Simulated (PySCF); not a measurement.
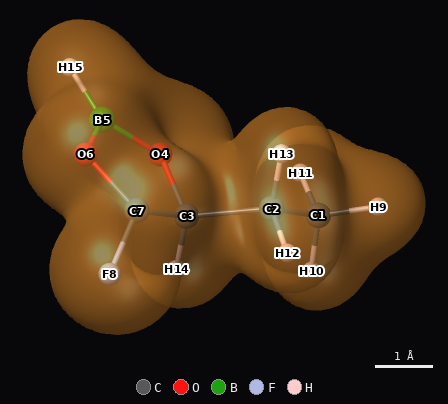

Figure 1: C4H7BFO2 (doublet). Isosurface of the total electron density at 0.1 e/Å³ (orange), seen at an oblique angle.

Geometry: GFN2-xTB.

Level of theory: UKS B3LYP, pcH-1 on B C F H O, non-relativistic, mean-field spin-orbit, GIAO (PySCF 2.14.0, density-fitted response routines).

The calculation's input:

```
{"job": {"kind": "epr", "basis": "pcH-1"}, "charge": 0, "multiplicity": 2}
C      2.077709    -0.415679    -0.399647
C      0.798819    -0.450025     0.425903
C     -0.442772    -0.270727    -0.460093
O     -0.472420     1.024773    -1.038937
B     -1.636983     1.632805    -0.713883
O     -2.439603     0.825260     0.060490
C     -1.745932    -0.307993     0.295547
F     -2.482968    -1.439501     0.310990
H      2.946423    -0.488719     0.249335
H      2.100370    -1.244071    -1.103809
H      2.134322     0.515280    -0.957434
H      0.705263    -1.402622     0.949272
H      0.811292     0.352622     1.164939
H     -0.420429    -1.024171    -1.265504
H     -1.937506     2.700758    -1.044736
```

Run with:

```sh
OMP_NUM_THREADS=1 python probes_run.py task.json out
```

Which contacts does the surface bridge?

At this value the surface is in one piece. It bridges the sampled C–O (1.35 Å), C–F (1.35 Å), B–O (1.35 Å) and C–C (1.51 Å) contacts, where the density stays above the isovalue. On the grid the lowest density along these lines, outside the cores, is 1.8 e/Å³ (C–O, 1.35 Å), 1.5 e/Å³ (C–F, 1.35 Å), 1.5 e/Å³ (B–O, 1.35 Å) and 1.6 e/Å³ (C–C, 1.51 Å).
